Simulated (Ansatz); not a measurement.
# Mg-Sc-Mg stack of (100) layers: electron–phonon coupling and resistivity, part 3 of 4

Aim: how strongly do electrons couple to phonons in Mg-Sc-Mg stack of (100) layers, and what resistivity does that give?

Ansatz 0.2.0; DFT PBEsol, scalar-relativistic, plane waves, PAW.

So far, coupling constant λ: step 5 (resistivity: q 2×2×1, k 8×8×1, scattering 12×12×1) 0.576. Also log mean phonon energy ħω_log (meV): step 5 13.0.

### Step 6. Electron–phonon run: q 3×3×1, k 9×9×1, scattering 12×12×1

The next rung changes the q mesh, which sets the reach of the force constants and couplings; the k mesh of the density and its response; the phonon self-energy between the q points, now taken in.

The input, input.yaml:

```yaml
crystal:
  lattice:
    - [3.1758662782, 0.0, 0.0]
    - [0.0, 3.1758662782, 0.0]
    - [0.0, 0.0, 33.0869768474]
  atoms:
    - { symbol: Mg, position: [0.0, 0.0, 0.1712655626] }
    - { symbol: Sc, position: [0.5, 0.5, 0.2363995066] }
    - { symbol: Mg, position: [0.0, 0.0, 0.3015334505] }
  periodic: [true, true, false]
kpoints:
  mp_grid: { grid: [9, 9, 1] }
hamiltonian:
  xc: pbesol
scf:
  occupations: { method: methfessel_paxton, width: 0.2 }
output:
  eigenvalues: true
phonons:
  method: dfpt
  qmesh: [3, 3, 1]
  temperatures: { t_max: 1000, t_step: 50 }
  qpath:
    path: [[0.0, 0.0, 0.0], [0.0, 0.5, 0.0], [0.5, 0.5, 0.0], [0.0, 0.0, 0.0]]
    npoints: 10
  electrical_resistivity:
    mesh: [12, 12, 1]
    temperatures: [20.0, 50.0, 77.0, 100.0, 150.0, 200.0, 300.0, 400.0, 600.0, 800.0]
```

Started as:

```
> ansatz run input.yaml --threads 4 --pin off --max-ram 16384MiB --backend cpu --events-out ev --progress --plain --runs-dir out
```

Numbers of over 12 decimals in the logs are rounded to 6 here.

Output:

```text
[...]
Crystal: 3 atoms, lattice volume = 333.719 Å³
Basis set: ecut = 420 eV, 6567 PW (Γ), exchange–correlation on 48×48×450 points (8 copies of the dense FFT grid, shifted against one another)
Bands: 20, of which v1, the nominal top of the filled ones, is band 16 counted from 1 (15 counted from 0)
Symmetry: 16 space group operations
k-points: 15 of 81 (irreducible under 8 space group operations)
[...]
sheet resistance at 300 K: 262.4 Ω
[...]
sheet resistance at 400 K: 352.9 Ω
[...]
sheet resistance at 600 K: 529.4 Ω
[...]
sheet resistance at 800 K: 707.9 Ω
[...]
vibrations of 9 cells: unjudged by the run; compare a larger repeat
[...]
at the force constants' own smearing the fine mesh and the k-points of their solves give squared frequencies that differ by 14.2 % of the larger at the most, at (0, 0.3333, 0)
[key lines of the parts left out:]
SCF converged after 10 iterations
Free energy (F): -5934.614902 eV
Fermi energy:    -3.107221 eV
```

Elapsed: 5.2 min, on 4 threads of Arm Neoverse V1, shared host; peak memory 5.8 GiB; 20 min of CPU time.

This step gave:

```
zero point energy                                 : 0.09337 eV/cell
highest frequency, solved or plainly interpolated : 243.7 cm⁻¹
sheet resistance 300K                             : 262.4 Ω/square, mean in the plane
resistivity at 300 K                              : 86.8 μΩ cm, mean of the axes, of the whole cell with its vacuum
coupling constant λ                               : 0.3937
density of states at the Fermi level              : 1.572 states/eV a spin and cell
log mean phonon energy ħω_log                     : 15.88 meV
transport coupling constant λ_tr                  : 0.4479, 0.4479, 0 (xx, yy, zz)
Drude plasma energy                               : 2.328, 2.328, 0 eV (xx, yy, zz), of the whole cell with its vacuum
second-moment phonon energy ħω₂                   : 18.41 meV, from the broadened α²F curve
```

Some states were left unconverged by the eigensolver. By its own test the run is not converged in the mesh. λ = 0.394 and 262 Ω per square at 300 K, against 0.576 and 306 in the run with q 2×2×1, k 8×8×1, scattering 12×12×1 (-31.6 % and -14.3 %). N(E_F) moves by -0.8 % and the coupling-weighted phonon energy by +14.4 %; λ goes as N/ω², which would give -24.2 % if the matrix elements stayed. By the run's own test λ moves by 19 % between its two finest scattering meshes.

### Step 7. Coupling and resistivity: finite displacements, step 0.005 Å

Finite displacements in a supercell are the other road to force constants and couplings; here with the base functional.

Edit input.yaml of step 6 so:

```diff
@@ -11,3 +11,3 @@
 kpoints:
-  mp_grid: { grid: [9, 9, 1] }
+  mp_grid: { grid: [8, 8, 1] }
 hamiltonian:
@@ -19,4 +19,4 @@
 phonons:
-  method: dfpt
-  qmesh: [3, 3, 1]
+  method: fd
+  supercell: [2, 2, 1]
   temperatures: { t_max: 1000, t_step: 50 }
@@ -28 +28,2 @@
     temperatures: [20.0, 50.0, 77.0, 100.0, 150.0, 200.0, 300.0, 400.0, 600.0, 800.0]
+  amplitude: 0.005
```

Output:

```text
[...]
Crystal: 12 atoms, lattice volume = 1334.878 Å³
Basis set: ecut = 420 eV, 26075 PW (Γ), exchange–correlation on 90×90×450 points (8 copies of the dense FFT grid, shifted against one another)
Bands: 80, of which v1, the nominal top of the filled ones, is band 62 counted from 1 (61 counted from 0)
Symmetry: 64 space group operations
k-points: 6 of 16
[...]
SCF iter   1: F=—  HF=-23738.315116 eV  |F-HF|=—  |Δ(HF+E_count)|=         —  Δρ=4.75e-8  dr2=1.84e-11  ethr=2.02e-12  ⟨swp⟩=3.3  Hψ=1200  notcnv=0
[...]
SCF iter   2: F=-23738.315116 eV  HF=-23738.315116 eV  |F-HF|=4.37e-10  |Δ(HF+E_count)|=   2.18e-9  S|Δr|=    0.00e0  Δρ=1.48e-8  dr2=1.81e-12  ethr=1.00e-12  ⟨swp⟩=4.2  Hψ=1160  notcnv=0
SCF 1 converged in 2 iterations: F = -23738.315116 eV  dr2 = 1.81e-12
[...]
Symmetry: 2 space group operations
k-points: 7 of 16 (time reversal used)
[...]
SCF iter   8: F=-23738.315082 eV  HF=-23738.315082 eV  |F-HF|=6.08e-10  |Δ(HF+E_count)|=   2.36e-9  S|Δr|=    0.00e0  Δρ=3.07e-8  dr2=2.02e-11  ethr=1.00e-12  ⟨swp⟩=10.0  Hψ=3470  notcnv=0
SCF 2 converged in 8 iterations: F = -23738.315082 eV  dr2 = 2.02e-11
[...]
SCF iter   5: F=-23738.315081 eV  HF=-23738.315081 eV  |F-HF|=5.13e-10  |Δ(HF+E_count)|=  2.07e-10  S|Δr|=    0.00e0  Δρ=3.15e-8  dr2=1.14e-11  ethr=1.00e-12  ⟨swp⟩=10.0  Hψ=2637  notcnv=0
SCF 3 converged in 5 iterations: F = -23738.315081 eV  dr2 = 1.14e-11
[...]
SCF iter   9: F=-23738.315066 eV  HF=-23738.315066 eV  |F-HF|=1.60e-10  |Δ(HF+E_count)|=   4.68e-9  S|Δr|=    0.00e0  Δρ=1.53e-8  dr2=7.18e-12  ethr=1.00e-12  ⟨swp⟩=9.3  Hψ=2844  notcnv=0
SCF 4 converged in 9 iterations: F = -23738.315066 eV  dr2 = 7.18e-12
[...]
SCF iter   5: F=-23738.315066 eV  HF=-23738.315066 eV  |F-HF|=3.06e-10  |Δ(HF+E_count)|=  3.86e-10  S|Δr|=    0.00e0  Δρ=2.63e-8  dr2=1.16e-11  ethr=1.00e-12  ⟨swp⟩=10.6  Hψ=2857  notcnv=0
SCF 5 converged in 5 iterations: F = -23738.315066 eV  dr2 = 1.16e-11
Crystal: 3 atoms, lattice volume = 333.719 Å³
Basis set: ecut = 420 eV, 6567 PW (Γ), exchange–correlation on 48×48×450 points (8 copies of the dense FFT grid, shifted against one another)
Bands: 20, of which v1, the nominal top of the filled ones, is band 16 counted from 1 (15 counted from 0)
Symmetry: 16 space group operations
k-points: 15 of 64
[...]
SCF iter   1: F=—  HF=-5934.586442 eV  |F-HF|=—  |Δ(HF+E_count)|=         —  Δρ=2.89e-3  dr2=2.68e-2  ethr=1.77e-3  ⟨swp⟩=9.0  Hψ=1697  notcnv=0
[...]
SCF iter   9: F=-5934.578779 eV  HF=-5934.578779 eV  |F-HF|=1.46e-9  |Δ(HF+E_count)|=   4.14e-9  S|Δr|=    0.00e0  Δρ=1.21e-7  dr2=3.83e-11  ethr=1.00e-12  ⟨swp⟩=3.0  Hψ=667  notcnv=0
SCF 6 converged in 9 iterations: F = -5934.578779 eV  dr2 = 3.83e-11
[...]
SCF converged after 2 iterations
[...]
Free energy (F): -23738.315116 eV
[...]
Internal energy: -23738.278590 eV  (E = F + TS)
E sigma→0 (E₀):  -23738.305985 eV
Entropy (-TS):   -0.036527 eV (-3.044 meV/atom)
Fermi energy:    -3.164411 eV
[...]
--- Forces (eV/Å), atoms counted from 1 ---
  atom   1  Mg     0.00000000    -0.00000000     0.00006197
  atom   2  Sc     0.00000000     0.00000000    -0.00000000
  atom   3  Mg     0.00000000     0.00000000    -0.00006197
  atom   4  Mg     0.00000000    -0.00000000     0.00006197
  atom   5  Sc     0.00000000     0.00000000    -0.00000000
  atom   6  Mg     0.00000000     0.00000000    -0.00006197
  atom   7  Mg     0.00000000     0.00000000     0.00006197
  atom   8  Sc     0.00000000     0.00000000     0.00000000
  atom   9  Mg     0.00000000    -0.00000000    -0.00006197
  atom  10  Mg     0.00000000    -0.00000000     0.00006197
  atom  11  Sc     0.00000000     0.00000000    -0.00000000
  atom  12  Mg     0.00000000    -0.00000000    -0.00006197
  max |Σ_I F_I| component: 7.65e-23 eV/Å
--- Band table (eV; the first three rows and the last of 6) ---
  k-point 0: bands = [... 58 lower, -3.8838, -3.8838, -3.4210, -3.4210, -3.1889, -2.8273, -2.7987, -2.7987, ... 14 higher]
  k-point 1: bands = [... 58 lower, -3.7731, -3.7654, -3.4224, -3.3979, -3.2911, -3.2034, -3.1004, -2.7582, ... 14 higher]
  k-point 2: bands = [... 58 lower, -4.3053, -4.3053, -3.5404, -3.5404, -3.0408, -3.0408, -2.7759, -2.7759, ... 14 higher]
  k-point 5: bands = [... 58 lower, -3.6455, -3.6455, -2.4612, -2.4612, -2.4612, -2.4612, -2.2658, -2.2658, ... 14 higher]
  ° read free of the cell's end (the report's vacuum.weakly_bound_levels)
--- Phonons: 4 displaced members + reference (amplitude 0.005 Å, Σ member SCF iterations 27) ---
  symmetry images taken by strict's conditions (phonons.symmetry_images: auto; settled by the scattering of the electrons by the phonons, which is asked for)
  ASR residual: 2.401e-4 → 0.000e0 eV/Å²; symmetrization residual: 5.684e-5 eV/Å²
  largest component of a force at the reference: 6.2e-5 eV/Å
  ASR residual per site (eV/Å²): 1.74e-4 2.40e-4 1.74e-4
  Γ frequencies (cm⁻¹): 0.00 0.00 0.00 132.38 132.38 172.58 192.71 192.71 221.30
[...]
--- Electrical resistivity: potentials and phonons of a 2×2×1 supercell ---
[...]
at the Fermi level of each mesh (of a tensor half of its trace):
[...]
12×12×1                     1.5836              2.3223    0.5757    0.5431          13.029
          6×6×1                     1.0968              2.2429    0.4134    0.3784          14.320
          3×3×1                    40.1690              2.5084    0.9785   10.6022          12.075
  resistivity on the deck's mesh, µΩ·cm:
[...]
20.00     2.2588e-1              no     2.2589e-1     2.2588e-1      0.0000e0       4.6682e-1         2.8312e-1
     50.00      5.6576e0              no      5.6576e0      5.6576e0      0.0000e0        8.3255e0          5.7288e0
     77.00      1.5243e1              no      1.5243e1      1.5243e1      0.0000e0        1.9587e1          1.5334e1
    100.00      2.4619e1              no      2.4619e1      2.4619e1      0.0000e0        2.9983e1          2.4802e1
    150.00      4.5074e1              no      4.5074e1      4.5074e1      0.0000e0        5.2595e1          4.5500e1
    200.00      6.4570e1              no      6.4570e1      6.4570e1      0.0000e0        7.4668e1          6.5243e1
    300.00      1.0126e2              no      1.0126e2      1.0126e2      0.0000e0        1.1770e2          1.0243e2
    400.00      1.3615e2              no      1.3615e2      1.3615e2      0.0000e0        1.5981e2          1.3784e2
    600.00      2.0388e2              no      2.0388e2      2.0388e2      0.0000e0        2.4288e2          2.0681e2
    800.00      2.7251e2              no      2.7251e2      2.7251e2      0.0000e0        3.2643e2          2.7717e2
  sheet resistance at 20 K: 0.6827 Ω
[...]
sheet resistance at 50 K: 17.10 Ω
[...]
sheet resistance at 77 K: 46.07 Ω
[...]
sheet resistance at 100 K: 74.41 Ω
[...]
sheet resistance at 150 K: 136.2 Ω
[...]
sheet resistance at 200 K: 195.2 Ω
[...]
sheet resistance at 300 K: 306.0 Ω
[...]
sheet resistance at 400 K: 411.5 Ω
[...]
sheet resistance at 600 K: 616.2 Ω
[...]
sheet resistance at 800 K: 823.6 Ω
[...]
vibrations of 4 cells: unjudged by the run; compare a larger repeat
[...]
```

It took 78 s on 4 threads; peak memory 2.5 GiB; 5 min of CPU time.

This step gave:

```
zero point energy                                 : 0.09034 eV/cell
highest frequency, solved or plainly interpolated : 246 cm⁻¹
sheet resistance 300K                             : 306 Ω/square, mean in the plane
resistivity at 300 K                              : 101.3 μΩ cm, mean of the axes, of the whole cell with its vacuum
coupling constant λ                               : 0.5757
density of states at the Fermi level              : 1.584 states/eV a spin and cell
log mean phonon energy ħω_log                     : 13.03 meV
transport coupling constant λ_tr                  : 0.5431, 0.5431, 0 (xx, yy, zz)
Drude plasma energy                               : 2.322, 2.322, 0 eV (xx, yy, zz), of the whole cell with its vacuum
second-moment phonon energy ħω₂                   : 16.09 meV, from the broadened α²F curve
```

The Eliashberg function α²F has structure finer than the step of the table below, so its rows give means over 2 meV, whole bins alone (the curve runs from 0.119 to 30.4 meV). Peaks (meV: height): α²F 10.1: 1.55, 25.6: 0.684; α²F tr 10.1: 1.04, 23.0: 0.301, 24.7: 0.337, 25.6: 0.738.

Eliashberg function α²F against phonon energy; means over each step:

```csv
phonon energy (meV),α²F,α²F tr
2,0.00314,7.7e-4
4,0.00890,0.00260
6,0.0281,0.0138
8,0.0586,0.0554
10,0.620,0.454
12,0.139,0.116
14,0.0697,0.0933
16,0.109,0.165
18,0.0953,0.142
20,0.0807,0.115
22,0.121,0.168
24,0.167,0.175
26,0.401,0.417
28,0.147,0.208
```

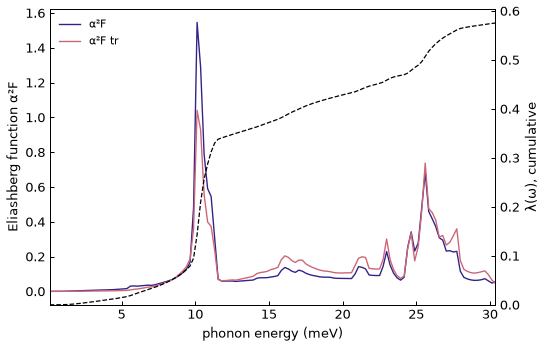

Eliashberg function α²F, plotted against phonon energy. The dashed line is the running λ.

Of the whole cell with its vacuum, so only the sheet resistance is a property of the layer; the means are those of the plane. Resistivity, by row:

```csv
T (K),ρ_xx (μΩ cm),ρ_yy,ρ_zz,"ρ by Ziman's lowest order, mean","ρ by relaxation times, mean",within 2 % of the coarser mesh
20,0.2259,0.2259,-,0.4668,0.2831,no
50,5.658,5.658,-,8.326,5.729,no
77,15.24,15.24,-,19.59,15.33,no
100,24.62,24.62,-,29.98,24.8,no
150,45.07,45.07,-,52.59,45.5,no
200,64.57,64.57,-,74.67,65.24,no
300,101.3,101.3,-,117.7,102.4,no
400,136.2,136.2,-,159.8,137.8,no
600,203.9,203.9,-,242.9,206.8,no
800,272.5,272.5,-,326.4,277.2,no
```

By its own test the run is not converged in the mesh. λ = 0.576 and 306 Ω per square at 300 K, against 0.576 and 306 in the run with q 2×2×1, k 8×8×1, scattering 12×12×1 (+0.0 % and -0.0 %). By the run's own test λ moves by 28 % between its two finest scattering meshes.

### Step 8. Coupling and resistivity: q 4×4×1, k 12×12×1, scattering 16×16×1

The next rung changes the q mesh, which sets the reach of the force constants and couplings; the k mesh of the density and its response; the scattering mesh, which samples the Fermi surface.

input.yaml, the sections that differ from step 7:

```yaml
kpoints:
  mp_grid: { grid: [12, 12, 1] }
phonons:
  method: dfpt
  qmesh: [4, 4, 1]
  temperatures: { t_max: 1000, t_step: 50 }
  qpath:
    path: [[0.0, 0.0, 0.0], [0.0, 0.5, 0.0], [0.5, 0.5, 0.0], [0.0, 0.0, 0.0]]
    npoints: 10
  electrical_resistivity:
    mesh: [16, 16, 1]
    temperatures: [20.0, 50.0, 77.0, 100.0, 150.0, 200.0, 300.0, 400.0, 600.0, 800.0]
# crystal, hamiltonian, scf, output: as in step 7
```

Output:

```text
[...]
Crystal: 3 atoms, lattice volume = 333.719 Å³
Basis set: ecut = 420 eV, 6567 PW (Γ), exchange–correlation on 48×48×450 points (8 copies of the dense FFT grid, shifted against one another)
Bands: 20, of which v1, the nominal top of the filled ones, is band 16 counted from 1 (15 counted from 0)
Symmetry: 16 space group operations
k-points: 28 of 144 (irreducible under 8 space group operations)
[...]
sheet resistance at 100 K: 62.55 Ω
[...]
sheet resistance at 150 K: 116.8 Ω
[...]
sheet resistance at 200 K: 167.7 Ω
[...]
sheet resistance at 300 K: 263.2 Ω
[...]
sheet resistance at 400 K: 354.6 Ω
[...]
sheet resistance at 600 K: 535.2 Ω
[...]
sheet resistance at 800 K: 718.7 Ω
[...]
vibrations of 16 cells: unjudged by the run; compare a larger repeat
[...]
[key lines of the parts left out:]
SCF converged after 10 iterations
Free energy (F): -5934.601769 eV
Fermi energy:    -3.078606 eV
```

It took 13 min on 4 threads; peak memory 6.3 GiB; 51 min of CPU time.

This step gave:

```
zero point energy                                 : 0.09149 eV/cell
highest frequency, solved or plainly interpolated : 247.6 cm⁻¹
sheet resistance 300K                             : 263.2 Ω/square, mean in the plane
resistivity at 300 K                              : 87.07 μΩ cm, mean of the axes, of the whole cell with its vacuum
coupling constant λ                               : 0.4252
density of states at the Fermi level              : 1.727 states/eV a spin and cell
log mean phonon energy ħω_log                     : 15.6 meV
transport coupling constant λ_tr                  : 0.5178, 0.5178, 0 (xx, yy, zz)
Drude plasma energy                               : 2.421, 2.421, 0 eV (xx, yy, zz), of the whole cell with its vacuum
second-moment phonon energy ħω₂                   : 18.44 meV, from the broadened α²F curve
```

Solved on the 4×4×1 mesh alone; all other wavevectors are interpolated. Phonon branches along the path, in cm⁻¹:

| point | branch 1 | branch 2 | branch 3 | branch 4 | branch 5 | branch 6 | branch 7 | branch 8 | branch 9 |
| --- | --- | --- | --- | --- | --- | --- | --- | --- | --- |
| Γ | 0 | 0 | 0 | 133 | 133 | 175 | 194 | 194 | 228 |
| X | 116 | 117 | 121 | 124 | 143 | 187 | 227 | 230 | 248 |
| M | 124 | 194 | 195 | 195 | 196 | 214 | 214 | 227 | 227 |
| Γ | 0 | 0 | 0 | 133 | 133 | 175 | 194 | 194 | 228 |

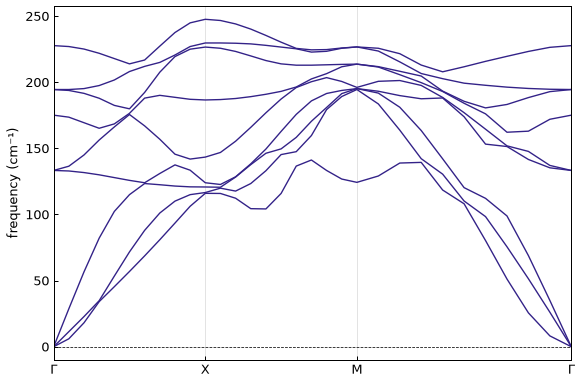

Phonon branches along the path.

Some states were left unconverged by the eigensolver. By its own test the run is not converged in the mesh. λ = 0.425 and 263 Ω per square at 300 K, against 0.394 and 262 in the run with q 3×3×1, k 9×9×1, scattering 12×12×1 (+8.0 % and +0.3 %).

[end of part 3 of 4]

[Logs are printed without paths, hosts, clocks, repeated set-up lines and the standing remarks that a program may print on its own settings, such as how far it seeks lower states.]

[Hosts, paths, dates, database ids (printed as entryN), source tags and the programs' standing remarks are cut or masked in the printed files.]
